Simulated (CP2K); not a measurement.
Consider 3-hydroxyfuran at its PBE geometry (Å).

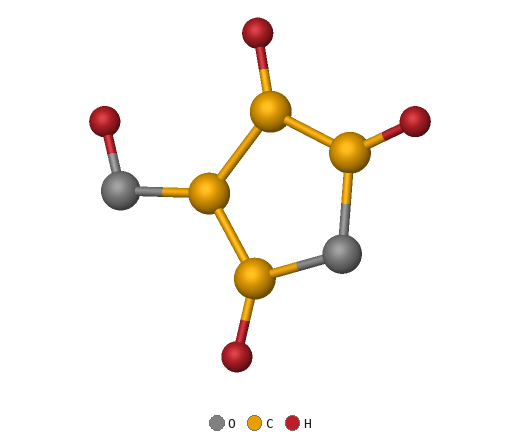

The molecule (oxygen grey, carbon orange, hydrogen red).

```xyz
10

O     2.0778   -0.0393   -0.3361
C     0.7136   -0.1215   -0.1688
C    -0.1622    0.8363    0.4428
C    -1.4162    0.2962    0.3669
O    -1.3835   -0.9263   -0.2474
C    -0.0623   -1.1757   -0.5755
H     2.3763    0.8092    0.0307
H     0.1039    1.7948    0.8768
H    -2.3933    0.6377    0.6865
H     0.1459   -2.1113   -1.0760
```

Method: CP2K XAS_TDP, all-electron GAPW, PBEh(45%), aug-cc-pVDZ, TDA, no relativity.

Where do the C K-edge lines lie, and how strong are they?

Leading lines: C2 283.82 eV, C3 282.12 eV, C4 282.70 eV and C6 282.96 eV. The leading line of an atom is its first one with 35 % of the strongest within 2.5 eV of its lowest line over the strength cut. 

The first six lines of each atom with a strength over 0.0015:

```
                     atom  energy (eV)  states  strength, one atom
 C2 (bonded to 2 C and O)       283.82       1              0.0551
                                285.49       1              0.0103
                                285.77       1              0.0105
                                286.44       1              0.0072
                                287.21       1              0.0061
                                287.56       1              0.0030
 C3 (bonded to 2 C and H)       282.12       1              0.0420
                                284.05       1              0.0097
                                284.76       1              0.0027
                                284.96       1              0.0080
                                285.39       1              0.0045
                                285.83       1              0.0016
C4 (bonded to C, O and H)       282.70       1              0.0546
                                285.67       1              0.0147
                                286.28       1              0.0020
                                286.52       1              0.0157
                                287.03       1              0.0041
                                287.05       1              0.0036
C6 (bonded to C, O and H)       282.96       1              0.0456
                                285.41       1              0.0231
                                286.07       1              0.0088
                                286.34       1              0.0028
                                286.51       1              0.0070
                                286.76       1              0.0021
```

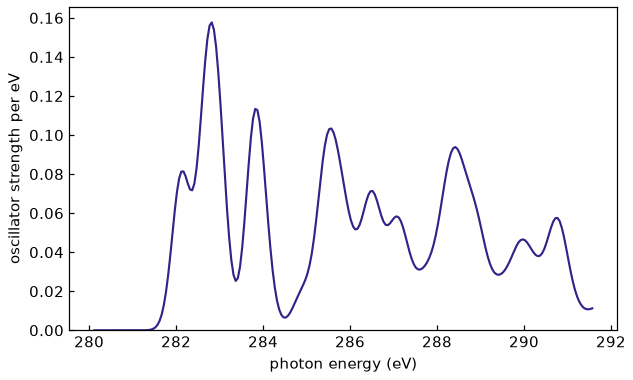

All atoms added, broadened by 0.5 eV.

Lines are vertical, at one geometry, with no vibrational structure. Without a correction of the core level, line positions, and the gaps between valence and Rydberg lines, follow the share of exact exchange. At this level such K lines come out 3 to 6 eV under measured ones. These values hold no scalar relativity, about 0.1 eV for C 1s. Rydberg lines, and the discretised continuum above threshold, depend on the basis and the box.

[Banner, clock and machine lines of the logs are left out without a mark of their own.]

[Logs are printed without paths, hosts, clocks, repeated set-up lines and the standing remarks that a program may print on its own settings, such as how far it seeks lower states.]

[Hosts, paths, dates, database ids (printed as entryN), source tags and the programs' standing remarks are cut or masked in the printed files.]
